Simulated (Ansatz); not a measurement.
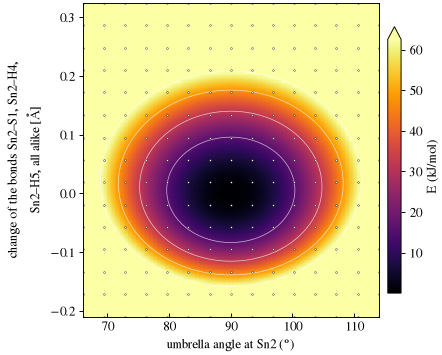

H₃SSn, SMILES [SH][SnH2+], charge +1. The first coordinate is: umbrella angle at Sn2 (between each of its bonds and their common axis; 90 is planar); the second: change of the bonds Sn2–S1, Sn2–H4, Sn2–H5, all alike. Nothing is relaxed (all other coordinates rigid). The grid has 15 × 15 points; 120 points were computed and 105 follow by symmetry. Points are written as (first, second). Energies: kJ/mol, counted from the relaxed molecule at the same level. These are results of RKS PBE-D4/def2-TZVP in Ansatz 0.2.0, not measurements.

In the figure: a smooth colour map with a few white contour lines, dots at the grid points, one colour for all values above the top of the scale. Between grid points the surface is interpolated.

> Estimate the position of the minimum and the force constants in these coordinates.

The interpolated minimum is at the first coordinate ≈ 90.0°, the second coordinate ≈ 0.000 Å. The curvatures there are about 10 eV/rad² and 42 eV/Å², with a cross term of about 0 eV/(rad·Å). Round the minimum the two coordinates are nearly uncoupled. (1 eV is 96.5 kJ/mol.)
